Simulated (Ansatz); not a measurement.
**BH2O (SMILES [BH]O): UCCSDT/STO-3G**

Aim: the vertical ionisation energy of BH2O at UCCSDT/STO-3G, from 2 runs. 

The calculation is run with Ansatz 0.2.0.

58 further runs of the same task are left out: 58 set aside as unsound or not needed.

## (1) The structure to begin with

BH2O: 4 atoms, total charge 0, spin state doublet. As SMILES, `[BH]O`. The shape is that of a PBE0-D4/def2-TZVP optimisation.

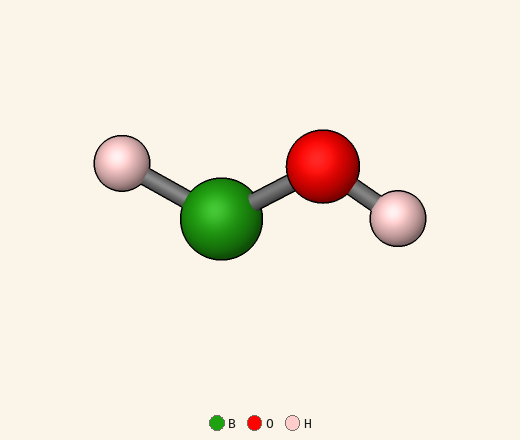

Viewed from a chosen angle; boron green, oxygen red, hydrogen pink.

## (2) A single-point energy at UCCSDT/STO-3G

The input, in.yaml:

```yaml
crystal:
  periodic: [false, false, false]
  atoms:
    - {symbol: B, position_ang: [-0.006100, -0.485500, 0.388300]}
    - {symbol: O, position_ang: [0.119700, 0.544500, -0.448600]}
    - {symbol: H, position_ang: [-1.064200, -1.032400, 0.540300]}
    - {symbol: H, position_ang: [1.006100, 0.913200, -0.500300]}
basis:
  gaussian:
    orbitals: STO-3G
magnetization:
  spin_polarized: true
  initial_magnetization: 1
correlation:
  method: ccsdt
  frozen_orbitals: {B: 1, H: 0, O: 1}
accuracy: high
scf:
  omitted_lower_state_checks: [cluster_reference, increment]
```

Run with:

```
$ ansatz run in.yaml --threads 1 --pin off --max-ram 2610MiB --events-out events.jsonl --progress --plain --runs-dir runs
```

Log (excerpt; [...] marks lines left out):

```text
Warning: RAYON_NUM_THREADS=1 ignored (pool sized by the plan → 1); use --threads N
Functional definition: HF
  name "HF"
[...]
187 factors; integrals over basis functions are off by at most 2.2e-8 eV
[...]
mean field -2702.78526141 eV, -99.3255263430 hartree, gradient 2.7e-8 eV, S^2 0.754391; 0 other end points of the search recorded, 0 dependent functions left out
2 core orbitals not correlated: weight in the atoms' cores, before any rotation towards them, 1.000 or more for the frozen orbitals, at most 0.000 for the correlated occupied ones
reference -2702.78526141 eV, -99.3255263430 hartree; 6, 5 occupied and 4, 5 virtual orbitals, 187 factors
second order -1.93963843 eV of doubles, -0.00000000 eV of singles
cycle   1  -2.19451553 eV  change   -2.5e-1 eV  update   8.4e-2
[...]
cycle  25  -2.58358573 eV  change  -6.2e-10 eV  update  8.9e-10
Total energy: -2705.36884714 eV, -99.4204713676 hartree
Checks for a lower state left out: cluster_reference, increment
```

It took 0.28 s on 1 thread of Arm Neoverse V2, shared host.

## (3) The singlet cation

The input, molecule.yaml:

```yaml
crystal:
  periodic: [false, false, false]
  atoms:
    - {symbol: B, position_ang: [-0.006100, -0.485500, 0.388300]}
    - {symbol: O, position_ang: [0.119700, 0.544500, -0.448600]}
    - {symbol: H, position_ang: [-1.064200, -1.032400, 0.540300]}
    - {symbol: H, position_ang: [1.006100, 0.913200, -0.500300]}
basis:
  gaussian: {orbitals: STO-3G}
total_charge: 1
correlation: {method: ccsdt, frozen_orbitals: {B: 1, H: 0, O: 1}}
accuracy: high
scf: {omitted_lower_state_checks: [cluster_reference, increment]}
```

Run with:

```
$ ansatz run molecule.yaml --threads 1 --pin off --max-ram 2610MiB --events-out events.jsonl --progress --plain --runs-dir runs
```

Log (excerpt; [...] marks lines left out):

```text
Warning: RAYON_NUM_THREADS=1 ignored (pool sized by the plan → 1); use --threads N
[... 2 set-up lines as earlier in the session ...]
[...]
187 factors; integrals over basis functions are off by at most 2.2e-8 eV
[...]
mean field -2696.55917442 eV, -99.0967218663 hartree, gradient 1.3e-8 eV, S^2 0.000000; 0 other end points of the search recorded, 0 dependent functions left out
2 core orbitals not correlated: weight in the atoms' cores, before any rotation towards them, 1.000 or more for the frozen orbitals, at most 0.000 for the correlated occupied ones
reference -2696.55917442 eV, -99.0967218663 hartree; 5, 5 occupied and 5, 5 virtual orbitals, 187 factors
second order -2.85049982 eV of doubles, -0.00000000 eV of singles
cycle   1  -2.86354210 eV  change   -1.3e-2 eV  update   1.5e-1
[...]
cycle  24  -3.57154239 eV  change   -1.1e-9 eV  update  9.9e-10
Total energy: -2700.13071681 eV, -99.2279736284 hartree
Checks for a lower state left out: cluster_reference, increment
```

Wall time 0.12 s (1 thread of Arm Neoverse V2, shared host).

## (4) Outcome

At UCCSDT/STO-3G, 2 core orbitals frozen:

| quantity | value |
| --- | --- |
| doublet BH2O: total energy | -99.42047 Eh |
| doublet BH2O: correlation energy (2 core orbitals frozen) | -94.9 mEh |
| doublet BH2O: ⟨S²⟩ of the reference determinant | 0.754 |
| doublet BH2O: T1 diagnostic | 0.021 |
| singlet cation: total energy | -99.22797 Eh |
| singlet cation: correlation energy (2 core orbitals frozen) | -131.3 mEh |
| singlet cation: T1 diagnostic | 0.033 |
| vertical ionisation energy (to the singlet cation) | 5.238 eV |

**Reading.** Removing an electron at fixed nuclei costs 5.24 eV (505 kJ/mol). Only the singlet of the ionised species was computed; a triplet could lie lower. In a minimal basis such a difference can be off by several eV, whatever the method. The T1 diagnostic (singlet cation) of 0.033 is above the customary mark for such species, so a single reference may not serve.
